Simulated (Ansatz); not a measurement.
Fields on a plane of WS2 (2H-MoS2 type, space group P6_3/mmc)

```xyz
6
Lattice="3.1541 0.0000 0.0000 -1.5770 2.7315 0.0000 0.0000 0.0000 12.1373" Properties=species:S:1:pos:R:3 pbc="T T T"
W      0.0000     1.8210     3.0343
W      1.5770     0.9105     9.1030
S      0.0000     1.8210     7.5283
S      1.5770     0.9105     1.4596
S      1.5770     0.9105     4.6091
S      0.0000     1.8210    10.6777
```

The slice is a (1 -1 0 0) plane (indices of the conventional cell) through the point (0.333, 0.667, 0.250) (fractional), spanned by u = [110] and v = [001] in vectors of this cell: u (3.15 Å) and v (12.14 Å, at 90° to u). It covers one period; positions are fractions (u, v).

Atoms on it: W at (0.00, 0.00); S at (0.00, 0.37); S at (0.00, 0.63). Other atoms lie within 1 Å of the plane.

All values below come from PBE-D3(BJ) (plane waves to 420 eV, PAW, scalar-relativistic; Ansatz, a quantum-chemistry and plane-wave program). k mesh 12×12×3. Near the nuclei the fields are pseudised (PAW); where an atom keeps semicore shells as valence, they peak there. Spin-orbit coupling is left out, though W is heavy. WS2 is run without spin polarisation. WS2 was relaxed with its symmetry unable to fall.

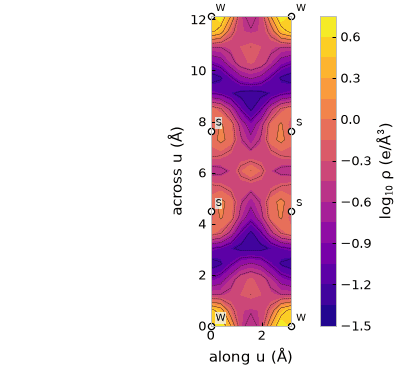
Log₁₀ of the valence density in e/Å³, one period of the plane, atoms marked. The scale is logarithmic, as a density can span decades between atoms and voids.

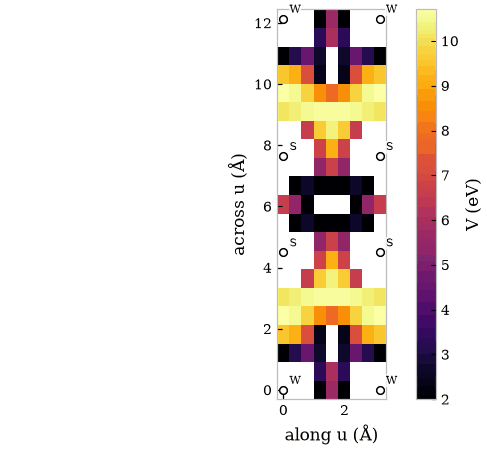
Figure: Electrostatic potential energy of an electron, from the cell's mean, in eV, one period of the plane, atoms marked. Points within 1 Å of a nucleus are left white, as the pseudised field means little there. Values under 2 eV are set to 2. The zero, the cell's mean, hangs on the PAW cores.

| Item | Result |
|---|---|
| Element round which the density of the highest valence band (whole band, smooth part) is largest on this plane | W |
| Element round which the density of the lowest conduction band (whole band as if filled, smooth part) is largest on this plane | W |
